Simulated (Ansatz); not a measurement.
# F$_{2}$Si···H$_{2}$O: what the fields show

Input file:

```
crystal:
  periodic: [false, false, false]
  atoms:
    - { symbol: Si, position_ang: [-0.883428, 0.303668, 0.238388] }
    - { symbol: H, position_ang: [1.321828, -0.71016, 1.353201] }
    - { symbol: O, position_ang: [1.880701, -0.014447, 0.921358] }
    - { symbol: H, position_ang: [2.055923, -0.418711, 0.044766] }
    - { symbol: F, position_ang: [-0.611944, 1.108757, -1.159644] }
    - { symbol: F, position_ang: [-0.45358, -1.221207, -0.230069] }
basis:
  gaussian: { orbitals: def2-SVP }
hamiltonian:
  xc: b3lyp
relax:
  f_tol: 0.03
  max_steps: 50
output:
  orbitals: {}
```

Launched as:

```sh
ansatz run input.yaml --threads 2 --pin off --max-ram 3072MiB --backend cpu --events-out ev --progress --plain --runs-dir out
```

The fields are those of the run's last geometry, not of the input's.

Level of theory: RKS B3LYP/def2-SVP in Ansatz 0.2.0.

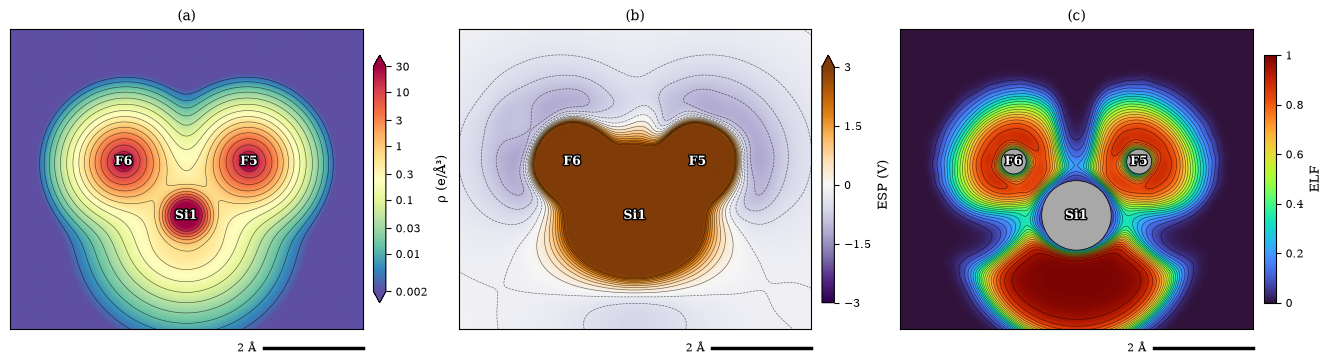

Figure 1. (a) total electron density; (b) electrostatic potential; (c) electron localisation function on the plane of atoms F5, Si1 and F6. Grey discs cover the atomic cores in the ELF map.

> Interpret the plot.

- The section cuts through Si and F sites.
- Si–F (1.66 Å): ρ is about 0.91 e/Å³ halfway; the ELF peaks at about 0.85 in the valence shell of F, 0.6 Å from its nucleus, and is about 0.35 at the midpoint.
- The ELF also peaks beside Si1, F6 and F5, away from the bonds: lone-pair regions.
- Outside the dense part of the complex the potential is most negative (−1.2 V) near F5 and F6.

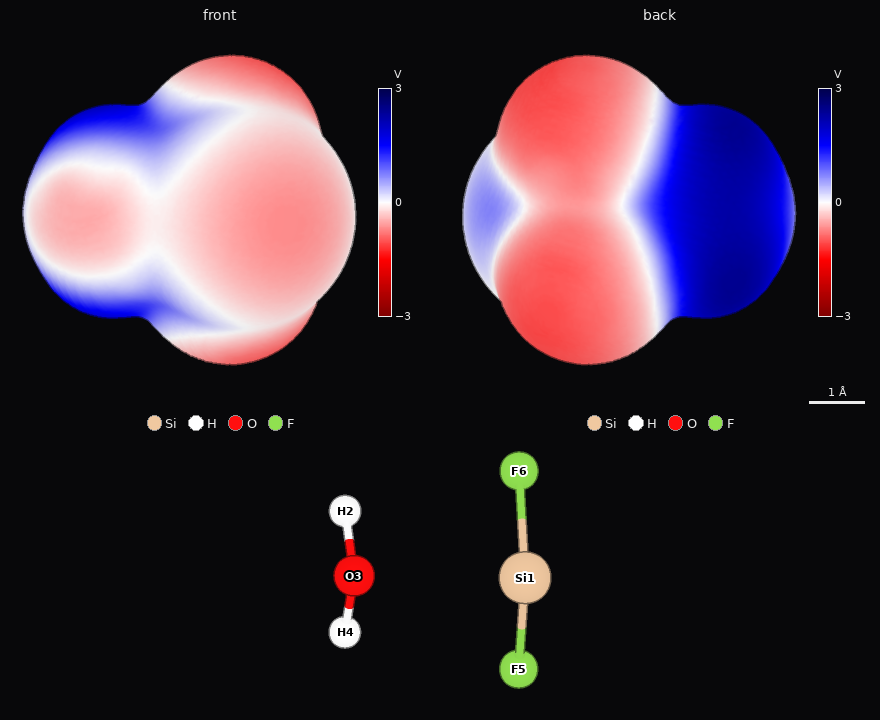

Figure 2. The molecular electrostatic potential painted on the density surface at 0.001 e/bohr³, seen from the front and from behind; the colour scale runs from red (negative) to blue (positive). The bare structure is drawn below in the same view.

> Describe the electrostatic potential map.

The most negative region (about −1.1 V, or −25 kcal/mol for a unit charge) lies over F5 and F6, the most positive (about +2.4 V, or +55 kcal/mol for a unit charge) over H2 and H4.

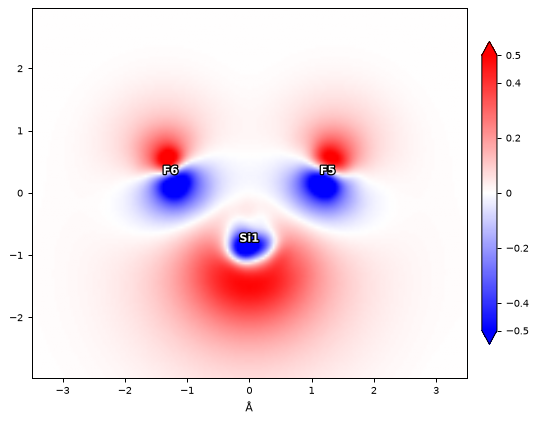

Figure 3. One frontier orbital on the plane of atoms F5, Si1 and F6 (values in Å⁻³ᐟ²; the overall sign is arbitrary).

> Which orbital is it: HOMO or LUMO?

The HOMO, at −6.87 eV. Its weight (Hirshfeld) is mainly on Si1 (about 75 %), F5 (about 10 %) and F6 (about 10 %).
